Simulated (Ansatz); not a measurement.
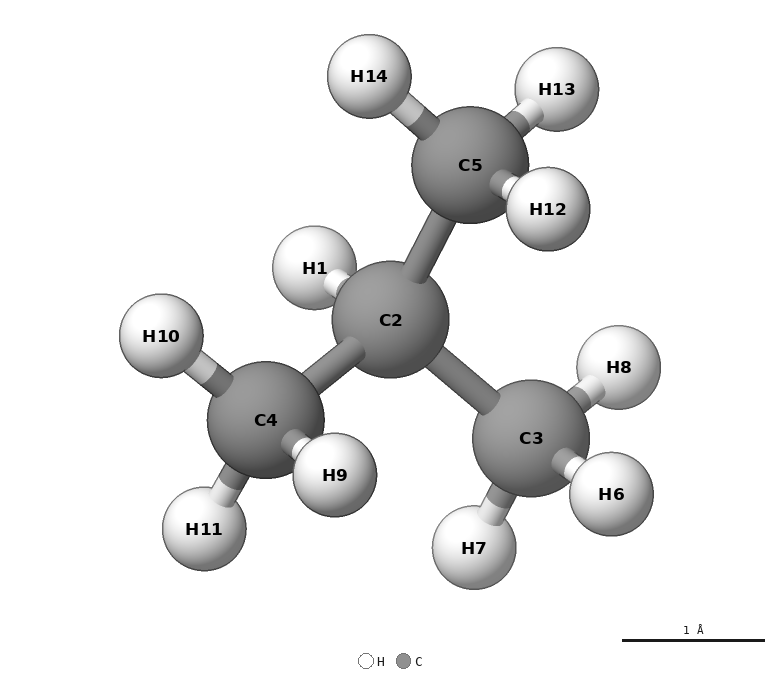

Charge 0, singlet. Geometry: a fixed input geometry, not necessarily a minimum. Basis: cc-pVDZ. Computed at fixed atoms with Ansatz. R, U and RO name restricted, unrestricted and restricted open-shell orbitals; core potentials come with def2 and Stuttgart sets past Kr, some runs use density fitting (about 1 meV), and each entry rests on the lowest determinant that the runs found.

```xyz
14
charge 0, multiplicity 1
H     0.0000    0.0000    1.3559
C     0.0000    0.0000    0.3383
C     1.3375    0.0000   -0.0869
C    -0.6687    1.1583   -0.0869
C    -0.6687   -1.1583   -0.0869
H     1.3946    0.0000   -1.1003
H     1.8335    0.8184    0.2465
H     1.8335   -0.8184    0.2465
H    -0.6973    1.2078   -1.1003
H    -1.6255    1.1786    0.2465
H    -0.2079    1.9970    0.2465
H    -0.6973   -1.2078   -1.1003
H    -0.2079   -1.9970    0.2465
H    -1.6255   -1.1786    0.2465
```

Give total energies (hartree) and correlation energies for R-MP2 (4 frozen); RHF.

```csv
method,energy (Eh),correlation (mEh)
RHF,-157.2244,–
R-MP2 (4 frozen),-157.8043,-579.9
```
